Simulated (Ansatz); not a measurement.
Consider SrO in the rock salt structure (space group Fm-3m, No. 225; a = 5.122 Å).

The change: 0.168 electrons added to each cell, a density of 5.0×10^21 cm⁻³, with a uniform compensating background at fixed cell and a 300 K Fermi–Dirac width.

Level of theory: Kohn–Sham DFT with the PBEsol functional, run in Ansatz (an electronic-structure program) with PAW and 420 eV plane waves, without spin-orbit coupling.

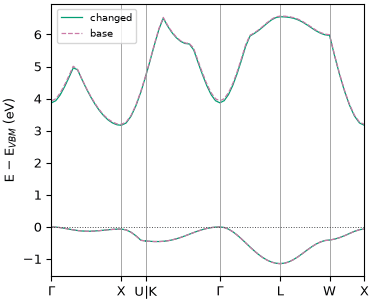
Figure: Highest valence and lowest conduction band along the path, each from its own valence-band maximum

**Question.** From the figure, how large is the changed gap, and is it direct?

**Answer.** About 3.2 eV, indirect, Γ → X.

Carriers are added with a uniform compensating background; total energy and stress of such cells depend on the potential's zero and are not compared; many-body gap narrowing is missing at this level. Stability against distortions was not tested.
